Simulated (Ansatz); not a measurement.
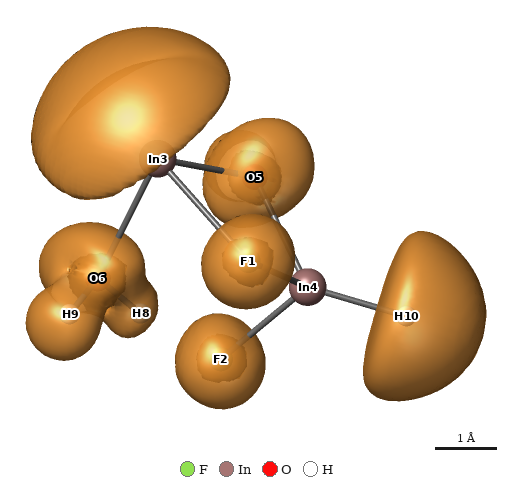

Figure 1: F2H4In2O2. Isosurface of the electron localisation function at 0.75 (orange), seen across its widest extent. Core shells and regions of very low density are left out.

Geometry: PBE0-D4/def2-SVP; core potentials replace the inner electrons of In.

These are results of isolated molecule in a Gaussian basis; Kohn-Sham density functional theory, functional PBE0 in Ansatz 0.2.0, not measurements.

Input

```
crystal:
  periodic: [false, false, false]
  atoms:
    - {symbol: F, position_ang: [1.090917, -0.553893, -1.655438]}
    - {symbol: F, position_ang: [0.422452, -3.417137, -0.783285]}
    - {symbol: In, position_ang: [0.331909, 0.393950, 0.332831]}
    - {symbol: In, position_ang: [-0.306515, -2.015924, -2.048986]}
    - {symbol: O, position_ang: [-1.357596, -0.933692, -0.613792]}
    - {symbol: O, position_ang: [1.096232, -1.829569, 1.104236]}
    - {symbol: H, position_ang: [-2.002831, -1.397507, -0.067807]}
    - {symbol: H, position_ang: [0.839170, -2.551090, 0.466751]}
    - {symbol: H, position_ang: [2.055747, -1.897805, 1.170878]}
    - {symbol: H, position_ang: [-0.743977, -2.436618, -3.630936]}
basis:
  gaussian:
    orbitals: def2-SVPD
hamiltonian:
  xc: pbe0
output: {forces: true, orbitals: {seedname: orbitals}}
```

Run with:

```sh
ansatz run input.yaml --threads 2 --pin off --max-ram 6090MiB --events-out events.jsonl --progress --plain --runs-dir runs
```

Describe the localisation domains.

The surface consists of one region around a hydrogen nucleus, one lobe on In, pointing away from the bonds (lone pairs), two regions wrapped around F (the valence shell of each) and two joined regions spread over several atoms (H, O), in which their bonds and any lone pairs are merged.

Values along the shortest contacts:
In–F (2.02 Å): the ELF peaks at about 0.85 in the valence shell of F, 0.5 Å from its nucleus, and drops to about 0.10 between the two atoms. In–O (2.08 Å): the ELF peaks at about 0.85 in the valence shell of O, 0.6 Å from its nucleus, and drops to about 0.10 between the two atoms.
